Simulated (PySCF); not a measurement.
## A study: H₆Si₂, SMILES `[SiH3][SiH3]`

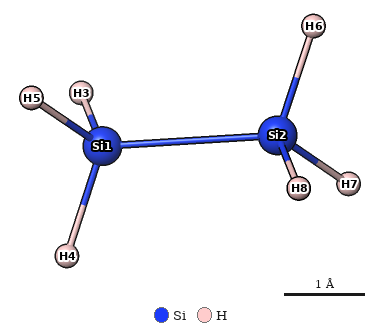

The molecule, with its atoms numbered as below. No frequency check shows the geometry to be a minimum.

Coordinates in Å:

```
Si1     -1.1527    0.0003   -0.0001
Si2      1.1525    0.0001    0.0001
H3      -1.7147    0.9302   -0.9832
H4      -1.7103   -1.3225   -0.3124
H5      -1.7150    0.3867    1.2967
H6       1.7147    1.3170    0.3108
H7       1.7147   -0.3895   -1.2958
H8       1.7144   -0.9276    0.9853
```

## 1. Bonding charge

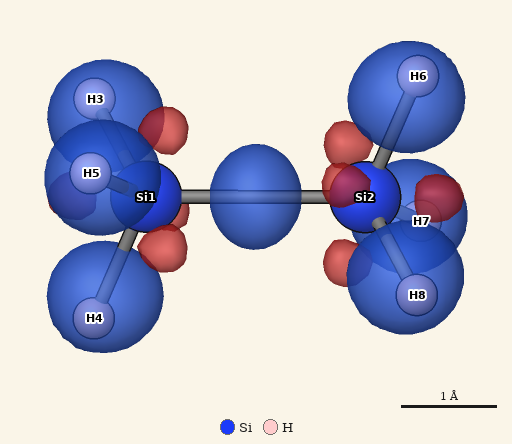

Deformation density (molecule less spherical, spin-averaged free atoms at the same positions), surfaces at ±0.1 e/Å³; blue: gain, red: loss.

Computed with PySCF, PBE0/6-311G**, geometry: GFN2-xTB.

Q: How much density has each bond gained at its critical point, relative to the free atoms?

A: Si1–Si2: +0.26 e/Å³ at the bond critical point (bond length 2.31 Å, Mayer order 1.0). Si1–H3, Si1–H5, Si2–H6, Si2–H7 and 2 more like them: +0.19 e/Å³ at the bond critical point (bond length 1.47 Å, Mayer order 0.9). In all, 1.9 electrons gather in the regions of gain relative to the promolecule.

Q: Where do the Hirshfeld charges lie?

A: The highest Hirshfeld charge is on Si1 and Si2 (+0.22 e), the lowest on H3, H4, H5, H6, H7 and H8 (−0.07 e).

## 2. Bond critical points

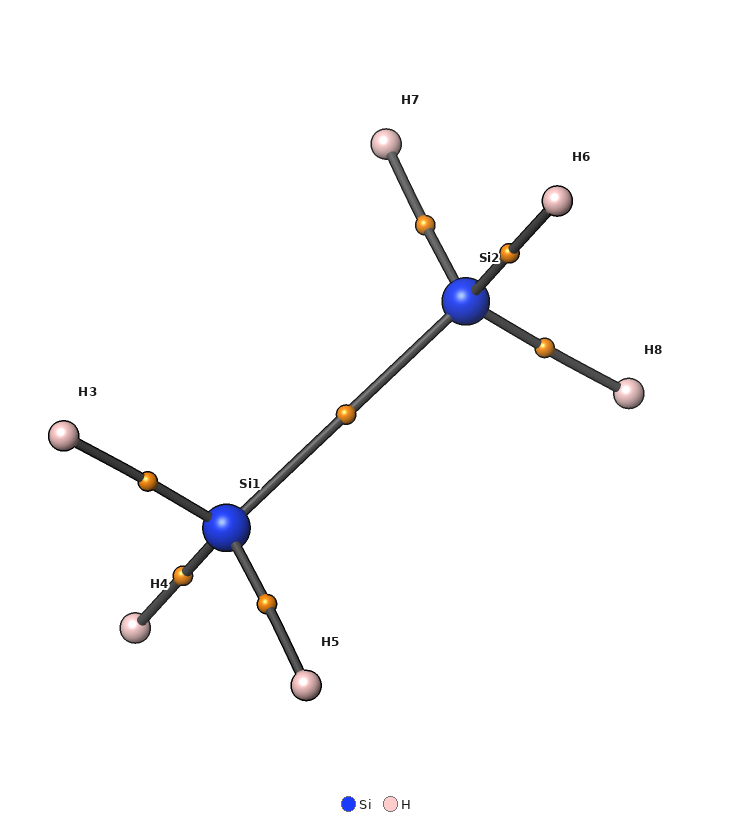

Molecular graph of the electron density (QTAIM): bond paths, bond critical points (orange), ring points (yellow, if any); weak paths are dashed.

Q: How many critical points of each kind are there, and does the count close?

A: 8 nuclei, 7 bond, 0 ring and 0 cage critical points: 8 − 7 + 0 − 0 = 1, as the Poincaré–Hopf relation requires.

Q: What does the calculation give at each kind of bond critical point?

A:
| bond | length (Å) | ρ (a.u.) | ∇²ρ (a.u.) | ε | H (a.u.) |
| --- | --- | --- | --- | --- | --- |
| Si1–H3 (6 alike) | 1.465 | 0.120 | +0.26 | 0.02 | −0.073 |
| Si1–Si2 | 2.305 | 0.096 | −0.17 | 0.00 | −0.050 |

Q: What kind of interaction is Si1–Si2?

A: Shared-shell (covalent): ρ = 0.096, ∇²ρ = −0.17, H = −0.050 a.u.

## 3. Electrostatic potential

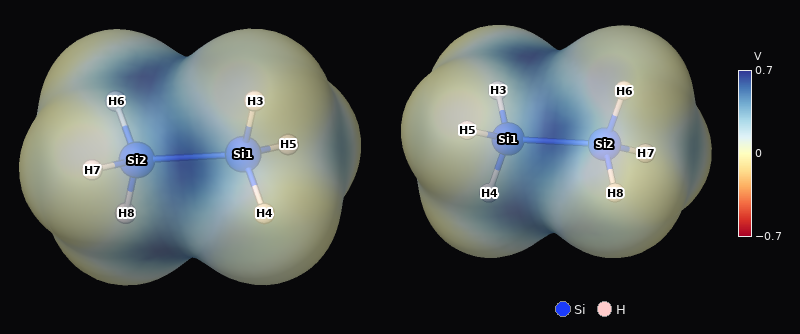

Electrostatic potential on the surface of electron density 0.001 a.u. (back view left, front view right).

Q: Where are the extremes of the potential on the surface?

A: Highest: 0.64 V, near H3 (2.14 Å), Si1 (2.16 Å), H4 (2.22 Å) and H7 (2.34 Å), and at like points elsewhere. Lowest: −0.02 V, 1.5 Å from H6, and at like points elsewhere. The surface is sampled at points, so like sites can differ by a few per cent and only the strongest of them is named.

## 4. In an electric field

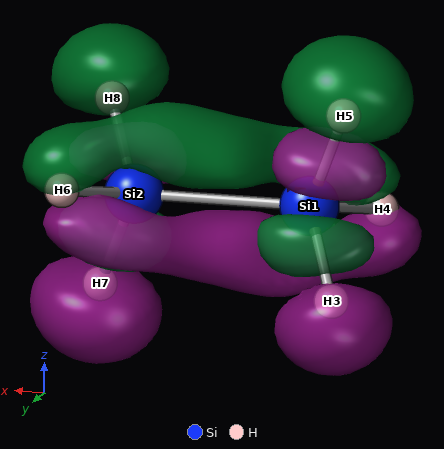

Change of the electron density in a uniform field of 0.10 V/Å, surfaces at ±0.0008 e/Å³ (green: gain, purple: loss).

Method: ωB97X/6-311G**; geometry: GFN2-xTB; program: PySCF. A basis without diffuse functions makes polarisabilities too small.

Q: Along which Cartesian direction does the field point?

A: Along −z: electrons gather on the +z side, against the field.

Q: How large is the response?

A: The induced dipole is 0.25 D (along the field); α along this axis, from the fields in both directions, is 49 bohr³ (7.2 Å³).

Q: Which atoms gain and lose the most charge?

A: Electrons gather most on H5 (Hirshfeld charge changes by −0.005 e) and leave H7 most (+0.005 e); 0.025 electrons are displaced in all.

## 5. Localised orbitals

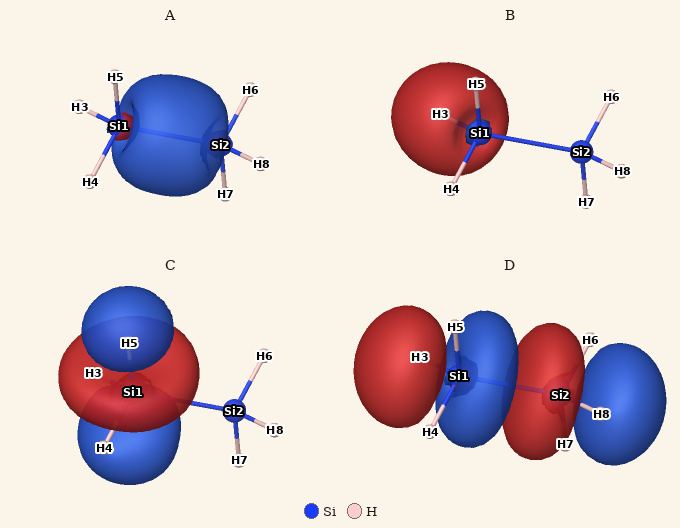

Intrinsic bond orbitals (IBO), occupied and valence-virtual; each surface holds about 85 % of the orbital's density. Energies are diagonal elements of the Fock matrix.

Level of theory: HF/def2-SVP (PySCF), at a geometry from GFN2-xTB.

Q: Identify each orbital.

A: By panel:
- A: σ bond Si2–Si1 (Si2 50 %, Si1 50 %; −14.7 eV)
- B: σ bond H3–Si1 (H3 57 %, Si1 43 %; −14.9 eV)
- C: σ* orbital Si1–H5 (Si1 57 %, H5 42 %; 10.4 eV)
- D: σ* orbital Si1–Si2 (Si1 50 %, Si2 50 %; 6.9 eV)

Q: How do all the valence pairs divide up?

A: 7 pairs: 7 σ bonds.

The PySCF runs shown took 5.7 s, 15 s and 1.2 s on 1 thread of Arm Neoverse V1, with other jobs on the host.
